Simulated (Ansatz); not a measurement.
# AlH2OF (SMILES [OH][AlH][F]): levels of theory compared

Aim: a comparison of 4 runs (SVWN5/STO-3G, UPBE/STO-3G, UPBE0/STO-3G, CCSDTQ/STO-3G) of AlH2OF. 

Program for the calculation: Ansatz 0.2.0.

69 further runs of the same task are left out: 5 that didn't finish, 64 set aside as unsound or not needed.

## 1. The system as given

AlH2OF has 5 atoms, charge 0, and is taken as a singlet. SMILES: `[OH][AlH][F]`. The Al2–O1 distance was set to 4.087 Å, away from the relaxed value. At this shape a bond of the SMILES string is far longer than usual.

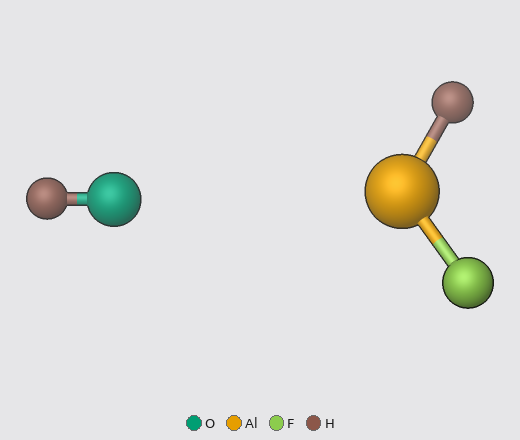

The structure, seen from a chosen angle (oxygen teal, aluminium amber, fluorine green, hydrogen brown).

## 2. A single-point energy at SVWN5/STO-3G (run 1)

Contents of molecule.yaml:

```yaml
crystal:
  periodic: [false, false, false]
  atoms:
    - {symbol: O, position_ang: [-3.263756, 1.023190, -1.034325]}
    - {symbol: Al, position_ang: [0.472970, -0.139110, 0.144100]}
    - {symbol: F, position_ang: [0.778780, -1.566900, 0.912060]}
    - {symbol: H, position_ang: [-4.113176, 1.326050, -1.321385]}
    - {symbol: H, position_ang: [1.641100, 0.751530, -0.114560]}
basis:
  gaussian:
    orbitals: STO-3G
hamiltonian:
  xc: {name: SVWN5}
accuracy: high
```

Launch:

```console
ansatz run molecule.yaml --threads 1 --pin off --max-ram 2610MiB --events-out events.jsonl --progress --plain --runs-dir runs
```

The log of the run:

```text
Warning: RAYON_NUM_THREADS=1 ignored (pool sized by the plan → 1); use --threads N
Functional definition: SVWN5
  name "SVWN5"
  exchange = slater_x
  correlation = vwn5_c
336 factors; integrals over basis functions are off by at most 3.2e-8 eV
mean field evaluation 1: about -11165.3744 eV, gradient 3.5e1 eV
mean field evaluation 2: about -10810.3337 eV, gradient 1.1e2 eV
mean field evaluation 4: about -11167.6976 eV, gradient 2.7e1 eV
mean field evaluation 8: about -11158.2875 eV, gradient 2.4e1 eV
mean field evaluation 16: about -11176.9014 eV, gradient 1.2e-1 eV
mean field evaluation 32: about -11176.9092 eV, gradient 1.2e-2 eV
mean field -11176.91228763 eV, -410.7439505871 hartree, gradient 6.7e-8 eV, S^2 0.000000; 2 other end points of the search recorded, 0 dependent functions left out
reference -11176.91228971 eV, -410.7439506637 hartree; 16, 16 occupied and 5, 5 virtual orbitals, 336 factors
Total energy: -11176.91228971 eV, -410.7439506637 hartree
```

Run time: 1.3 s. Hardware: 1 thread of Arm Neoverse V2, shared host; peak memory 0.094 GiB.

## 3. The energy at UPBE/STO-3G (run 2)

Contents of in.yaml:

```yaml
crystal:
  periodic: [false, false, false]
  atoms:
    - {symbol: O, position_ang: [-3.263756, 1.023190, -1.034325]}
    - {symbol: Al, position_ang: [0.472970, -0.139110, 0.144100]}
    - {symbol: F, position_ang: [0.778780, -1.566900, 0.912060]}
    - {symbol: H, position_ang: [-4.113176, 1.326050, -1.321385]}
    - {symbol: H, position_ang: [1.641100, 0.751530, -0.114560]}
basis:
  gaussian: {orbitals: STO-3G}
magnetization: {spin_polarized: true}
hamiltonian: {xc: pbe}
accuracy: high
```

Launch:

```console
ansatz run in.yaml --threads 1 --pin off --max-ram 2610MiB --events-out events.jsonl --progress --plain --runs-dir runs
```

The log of the run, cut to the lines that bear on the results:

```text
Warning: RAYON_NUM_THREADS=1 ignored (pool sized by the plan → 1); use --threads N
Functional definition: PBE
  name "PBE"
[...]
336 factors; integrals over basis functions are off by at most 3.2e-8 eV
[...]
mean field -11231.87727651 eV, -412.7638766718 hartree, gradient 2.3e-8 eV, S^2 0.901778; 6 other end points of the search recorded, 0 dependent functions left out
reference -11231.87727870 eV, -412.7638767524 hartree; 16, 16 occupied and 5, 5 virtual orbitals, 336 factors
Total energy: -11231.87727870 eV, -412.7638767524 hartree
```

Run time: 9.9 s. Hardware: 1 thread of Arm Neoverse V2, shared host; peak memory 0.14 GiB.

Run 3 isn't shown in full; the table further down has it.

## 4. A single-point energy at CCSDTQ/STO-3G (run 4)

Edit in.yaml of step 3 so:

```diff
@@ -9,5 +9,9 @@
 basis:
-  gaussian: {orbitals: STO-3G}
-magnetization: {spin_polarized: true}
-hamiltonian: {xc: pbe}
+  gaussian:
+    orbitals: STO-3G
+correlation:
+  method: ccsdtq
+  frozen_orbitals: {Al: 5, F: 1, H: 0, O: 1}
 accuracy: high
+scf:
+  omitted_lower_state_checks: [cluster_reference, increment]
```

Launch:

```console
ansatz run in.yaml --threads 1 --pin off --max-ram 2610MiB --events-out events.jsonl --progress --plain --runs-dir runs
```

The log of the run:

```text
Warning: RAYON_NUM_THREADS=1 ignored (pool sized by the plan → 1); use --threads N
[... 14 lines left out ...]
7 core orbitals not correlated: weight in the atoms' cores, before any rotation towards them, 1.000 or more for the frozen orbitals, at most 0.000 for the correlated occupied ones
[... 98 lines left out ...]
WARN: these amplitudes may be one of several solutions (largest doubles amplitude 1.16, level shift 14.35 eV)
Total energy: -11211.84550539 eV, -412.0277226613 hartree
Checks for a lower state left out: cluster_reference, increment
```

It took 23 s on 1 thread of Arm Neoverse V2, shared host; peak memory 0.15 GiB.

## 5. All runs side by side

```tsv
run	level	frozen core orbitals	energy (Eh)	wall time
1	SVWN5/STO-3G	–	-410.743951	1.3 s
2	UPBE/STO-3G	–	-412.763877	9.9 s
3	UPBE0/STO-3G	–	-412.837933	7.2 s
4	CCSDTQ/STO-3G	7	-412.027723	23 s
```

## 6. Summary of results

| quantity | value |
| --- | --- |
| run 4: total energy | -412.02772 Eh |
| run 4: correlation energy (7 core orbitals frozen) | -309.6 mEh |
| run 4: T1 diagnostic | 0.098 |

**Reading.** Totals of different functionals can't be ranked against each other. In run 4 the log says that unrestricted orbitals would lower the reference, so the values rest on an unstable closed-shell determinant (other closed-shell runs at this shape may share the fault). In runs 1, 2, 3, 4 the basis is minimal, so the values are rough. Spin contamination of the reference: run 3 ⟨S²⟩ = 1.00, run 2 ⟨S²⟩ = 0.90. Where it is this large, the reference is a mixture of spin states, and values that rest on it are in doubt. All runs together took 41 s, the longest 23 s.
